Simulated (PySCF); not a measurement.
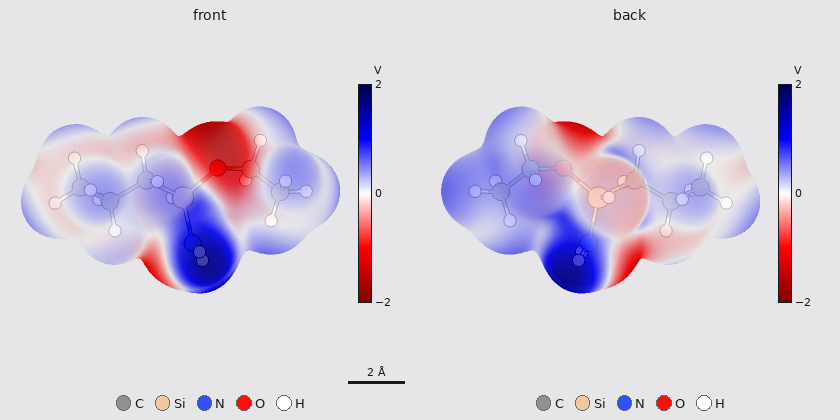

The picture shows: C5H15NOSi. The molecular electrostatic potential painted on the density surface at 0.002 e/bohr³, seen from the front and from behind; the colour scale runs from red (negative) to blue (positive).

Geometry: PBE0-D3(BJ)/def2-SVP.

The calculation used PBE0/pcSseg-1, SCF density, gas phase, non-relativistic (PySCF 2.14.0).

```csv
atom,x (Å),y (Å),z (Å)
C,-3.6931,0.8347,0.9239
C,-2.5771,0.3252,0.0248
C,-1.1796,0.6749,0.5324
Si,0.2121,0.0150,-0.5220
N,0.1283,-1.7082,-0.6052
O,1.5967,0.6421,0.1779
C,2.8880,0.4735,-0.3454
C,3.5842,-0.7359,0.2468
H,-3.6572,1.9319,1.0208
H,-3.6085,0.4139,1.9391
H,-4.6869,0.5662,0.5328
H,-2.7108,0.7338,-0.9925
H,-2.6569,-0.7695,-0.0886
H,-1.0525,1.7684,0.6175
H,-1.0330,0.2842,1.5565
H,0.1683,0.4595,-1.9513
H,0.5031,-2.2182,-1.3954
H,0.0985,-2.2841,0.2282
H,3.4661,1.3871,-0.1219
H,2.8611,0.3870,-1.4511
H,3.6262,-0.6532,1.3433
H,3.0354,-1.6567,-0.0028
H,4.6130,-0.8267,-0.1353
```

Which sites attract a positive test charge, and which a negative one?

A positive charge is drawn to the negative regions and a negative charge to the positive ones. The most negative region (about −1.6 V, or −37 kcal/mol for a unit charge) lies over O6, the most positive (about +1.6 V, or +37 kcal/mol for a unit charge) over H17 and H18. O6 is the likeliest acceptor of a hydrogen bond.

How polar is the molecule by this calculation?

Its dipole moment is 1.62 D.
